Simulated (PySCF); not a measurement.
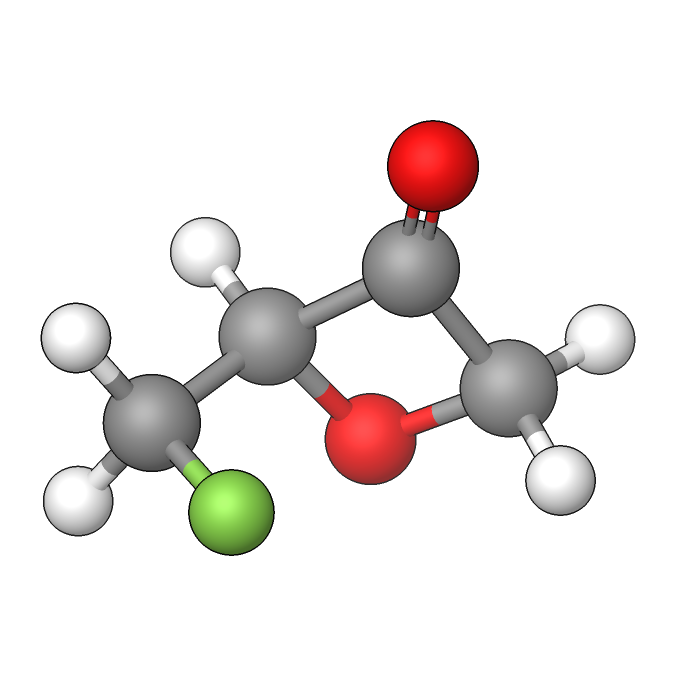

The picture shows a molecular structure as a ball-and-stick model. Colours: oxygen red, carbon grey, fluorine green, hydrogen white.

Description:

The molecule is C₄H₅FO₂. SMILES: `O=C1CO[C@H]1CF`. Independent rings (smallest set): 1 of 4 members. Among its groups: ether, ketone, C–F bond. This geometry has C1 symmetry. Coordination, clear cases only: 1 O bent; 1 C tetrahedral.

More results for the same structure follow; atom numbers are the same in all pictures, views and colours differ. Computed geometry: PBE0-D3(BJ)/def2-SVP optimisation. No frequency run is at hand to confirm it as a minimum.

### Shape

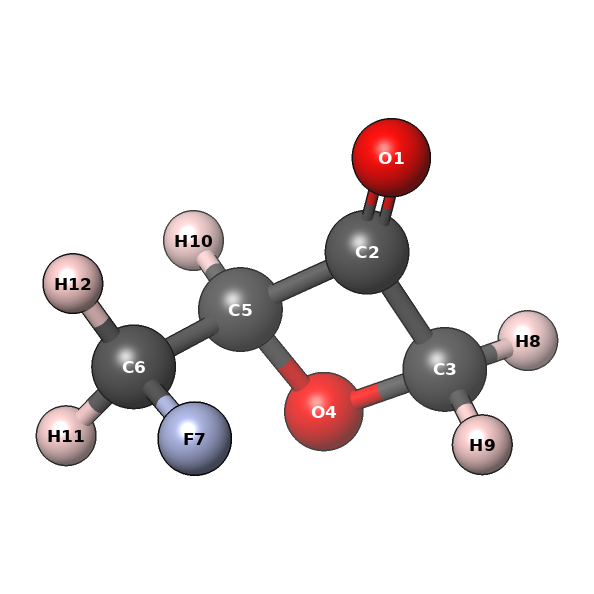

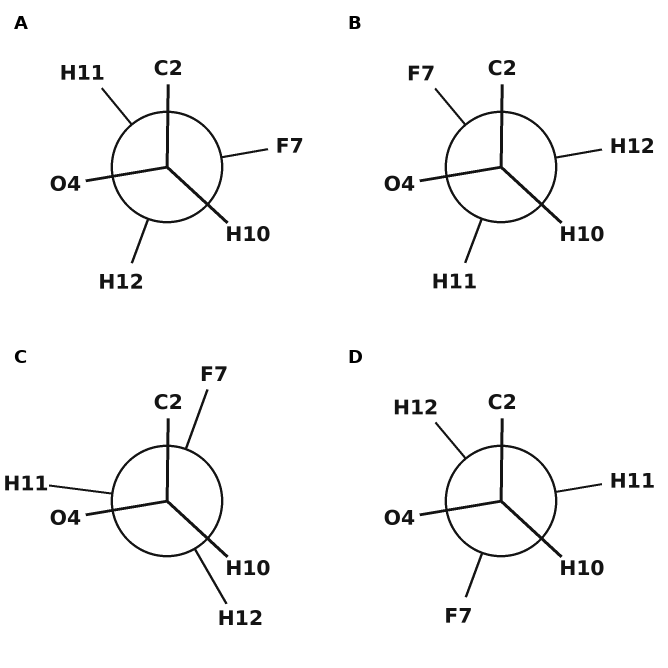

Distant atoms are faded towards the background colour. Bonds that would overlap in a projection are set slightly apart. No frequency run is at hand to confirm it as a minimum.

Which Newman projection shows the view along C5–C6, with C5 in front?

Answer. B. The torsion angle O4–C5–C6–F7 is 60°, synclinal (gauche).

### Bond orders

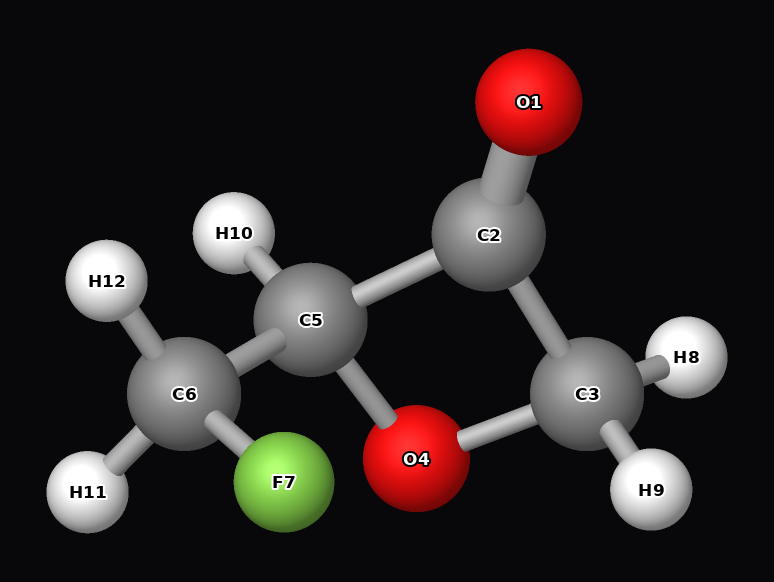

The thickness of each stick grows with its Mayer bond order. No frequency run is at hand to confirm it as a minimum. Computed with PBE0/pcSseg-0 (PySCF 2.14.0).

Which bond has the highest Mayer bond order?

Answer. O1–C2, 1.95, at a length of 1.189 Å.

List the Mayer bond orders of O1–C2, C2–C3, C2–C5, C3–O4, C3–H8, C3–H9, O4–C5, C5–C6, C5–H10, C6–F7, C6–H11, C6–H12.

```csv
bond,Mayer order,length (Å)
O1–C2,1.95,1.189
C2–C3,0.84,1.520
C2–C5,0.83,1.536
C3–O4,0.74,1.427
C3–H8,0.88,1.104
C3–H9,0.87,1.105
O4–C5,0.77,1.428
C5–C6,0.94,1.504
C5–H10,0.85,1.107
C6–F7,0.78,1.371
C6–H11,0.89,1.103
C6–H12,0.89,1.104
```

### Electronic properties

No frequency run is at hand to confirm it as a minimum. Method: PBE0/def2-SVP, gas phase (PySCF 2.14.0).

Give the dipole moment at this level.

Answer. 1.67 D.

Give the HOMO energy (Kohn–Sham orbital) at this level.

Answer. −7.69 eV.

What is the HOMO–LUMO gap?

Answer. 6.70 eV.

### NMR shielding

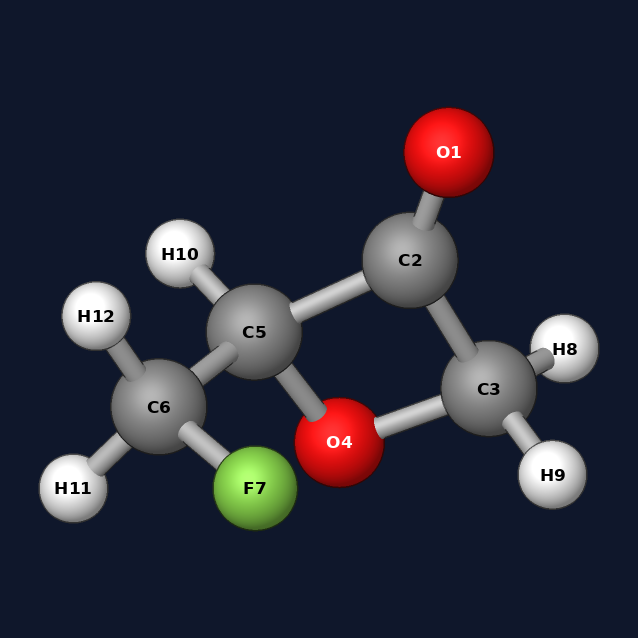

No frequency run is at hand to confirm it as a minimum. Method: GIAO PBE0/def2-SVP NMR shielding, non-relativistic, gas phase (PySCF 2.14.0). Principal shieldings σ11 ≤ σ22 ≤ σ33, span Ω = σ33 − σ11, skew κ = 3(σiso − σ22)/Ω.

Give the shielding tensors of the F atoms.

| atom | σ11 | σ22 | σ33 | σiso | Ω | κ |
| --- | --- | --- | --- | --- | --- | --- |
| F7 | 393.4 | 444.3 | 462.9 | 433.5 | 69.5 | −0.47 |

Shieldings and span in ppm.

### Ring current

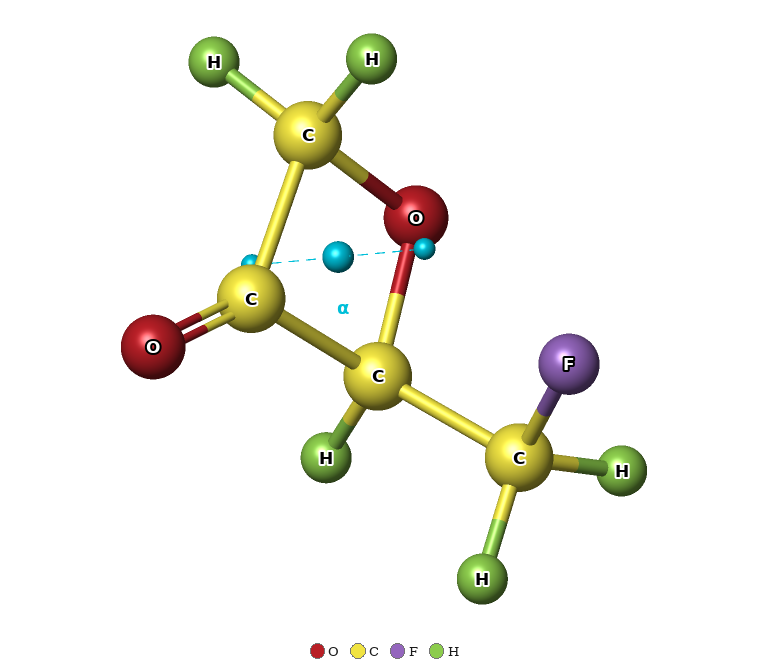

The small points mark where nucleus-independent chemical shifts (NICS) were computed: at the centre of each lettered ring and 1 Å above and below it. No frequency run is at hand to confirm it as a minimum. Level of theory: GIAO PBE0/aug-cc-pVDZ NMR shielding, non-relativistic, gas phase (PySCF 2.14.0).

Give NICS(0), NICS(1) and the out-of-plane component NICS(1)zz for each ring (means of the two sides).

```json
{"ring": "α", "members": "C3O", "NICS(0)": "7.0", "NICS(1)": "1.2", "NICS(1)zz": "0.2"}
```

Values in ppm.
